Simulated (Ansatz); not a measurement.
```xyz
11

C    -1.2157    0.6231    0.6842
N    -1.1223   -0.7276    0.1394
Ge    0.6818   -1.2019   -0.0163
N     1.4924   -0.1896   -1.3565
H    -0.7551    0.6632    1.6946
H    -2.2850    0.9053    0.7823
H    -0.7185    1.3575    0.0133
H    -1.5171   -0.7106   -0.8287
H     1.4096   -0.9667    1.3321
H     1.5584    0.7889   -0.9978
H     2.4715   -0.5417   -1.4466
```

Not at a stationary point (largest force 0.9 eV/Å).

Computed with SCF LDA, Gaussian basis (Ansatz 0.2.0).

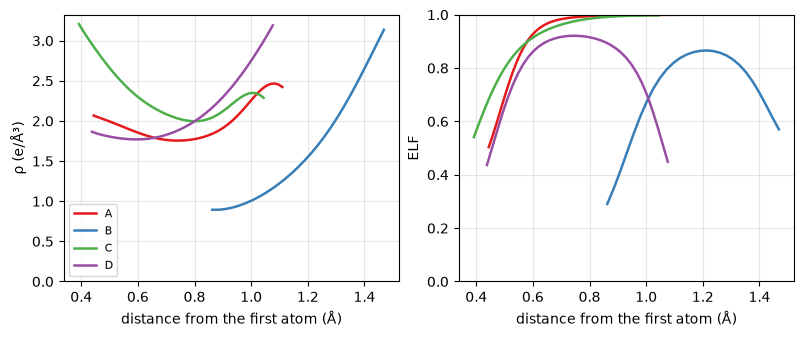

CH7GeN2 (SMILES C[NH][GeH][NH2]) (doublet). Total electron density and electron localisation function along straight lines between neighbouring atoms. The curves leave out the atomic cores.

**Which curve belongs to which contact (C–H, C–N, Ge–N and N–H)? The first atom named is at distance zero.**

Curve A: C–H (1.11 Å): ρ at the midpoint is about 1.9 e/Å³; the ELF climbs to about 1 towards the hydrogen, as it does in any bond to H; a covalent bond by its length. Curve B: Ge–N (1.86 Å): ρ at the midpoint is about 0.92 e/Å³; the ELF peaks at about 0.85 in the valence shell of N, 0.7 Å from its nucleus, and is about 0.50 at the midpoint. Curve C: N–H (1.04 Å): ρ at the midpoint is about 2.6 e/Å³; the ELF climbs to about 1 towards the hydrogen: an ordinary covalent bond to hydrogen. Curve D: C–N (1.46 Å): ρ is about 1.9 e/Å³ halfway; the ELF peaks at about 0.90 between the atoms, as expected for localised, covalent bonding.
